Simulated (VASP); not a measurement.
Band structure of Er (hcp). Method: AM05 GGA, VASP's PBE PAW potentials (set 64) (plane waves; VASP).

The 4f electrons are frozen in the core of the lanthanide potential, so 4f levels, which can set the real gap, and their magnetism are missing.

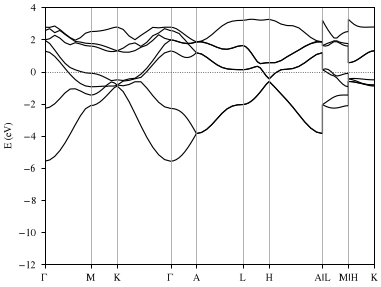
*Bands along high-symmetry lines, zero at the valence-band maximum or, without a gap, the Fermi level*

Read the plot: is there a gap, and where are the band edges?

It has no gap at this level: it comes out as a metal or semimetal. (Edges off the drawn lines would not show.)

The compound is Er in the hcp structure. It was relaxed first.
